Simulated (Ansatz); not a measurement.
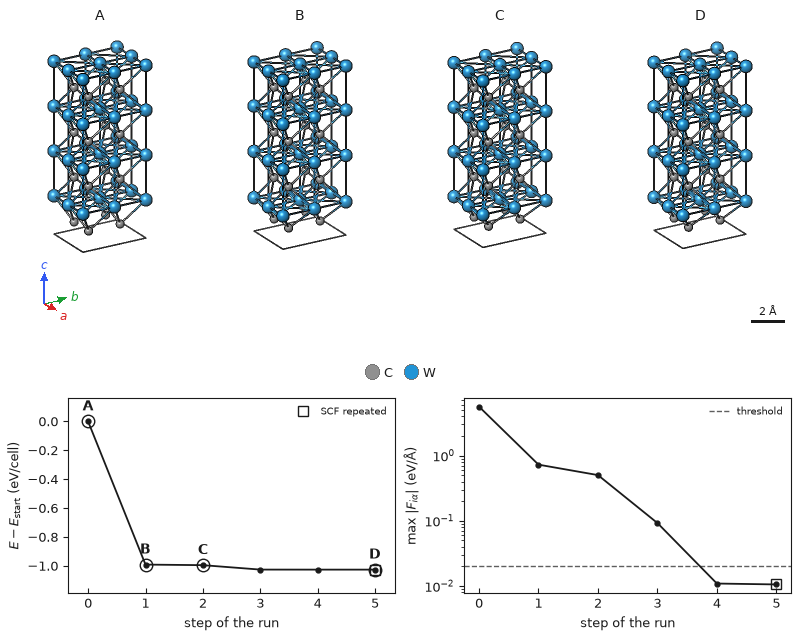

Frames of a relaxation of a slab of composition WC (cut from the P-6m2 phase), marked on the history of the run. A ball-and-stick model of the 2 × 2 repeat of the cell, outlined in the plane, without the vacuum, seen slightly off an axis.

The slab is the (0 0 1) face of WC.

Computed with DFT PBE, scalar-relativistic, plane waves, PAW in Ansatz 0.2.0.

Input
```yaml
crystal:
  lattice:
    - [2.9217712149, 0.0, 0.0]
    - [-1.4608856074, 2.5303280961, 0.0]
    - [0.0, 0.0, 24.9647693801]
  atoms:
    - { symbol: C, position: [0.6666666667, 0.3333333333, 0.3004233641] }
    - { symbol: W, position: [0.0, 0.0, 0.35744526] }
    - { symbol: C, position: [0.6666666667, 0.3333333333, 0.414467156] }
    - { symbol: W, position: [0.0, 0.0, 0.471489052] }
    - { symbol: C, position: [0.6666666667, 0.3333333333, 0.528510948] }
    - { symbol: W, position: [0.0, 0.0, 0.585532844] }
    - { symbol: C, position: [0.6666666667, 0.3333333333, 0.64255474] }
    - { symbol: W, position: [0.0, 0.0, 0.6995766359] }
basis:
  ecutwfc: 420
kpoints:
  mp_grid: { grid: [12, 12, 1] }
hamiltonian:
  xc: pbe
scf:
  occupations: { method: gaussian, width: 0.1 }
output:
  forces: true
  eigenvalues: true
  write_density: true
  write_potential: true
  elf: true
  volumetric_format: npy
relax:
  adjacent_minimum: "off"
  f_tol: 0.02
  max_steps: 60
efield:
  axis: 3
  dipole_correction: true
  ramp_width: 0.04
```

Command:
```bash
ansatz run input.yaml --threads 2 --pin off --max-ram 5120MiB --backend cpu --events-out ev --progress --plain --runs-dir out
```

Describe the path.

Answer. The largest move relative to the layer's centre is that of C1, 0.24 Å along the normal (+c). By element the largest moves are C 0.24 Å, W 0.09 Å. The cell doesn't change. Near-neighbour distances that change, for instance: C1–W2 2.207 → 2.010 Å, W2–C3 2.207 → 2.272 Å, W2–W4 2.847 → 2.897 Å, C7–W8 2.207 → 2.165 Å. Among the angles between lasting bonds that change: W2–C1–W2 82.9° → 93.2°, W2–C3–W2 82.9° → 80.0°. The energy falls by 1.026 eV per cell of the calculation in 4 accepted moves (5 points after the start). The largest force component goes from 5.6 to 0.011 eV/Å. 1 step only repeated the SCF at the same geometry. From step 0 to 1: C1 moves most (0.19 Å), energy −0.991 eV per cell of the calculation. From step 1 to 2: C1 moves most (0.11 Å), energy −3.9 meV per cell of the calculation. From step 2 to 5: C1 moves most (0.06 Å), energy −30.9 meV per cell of the calculation.
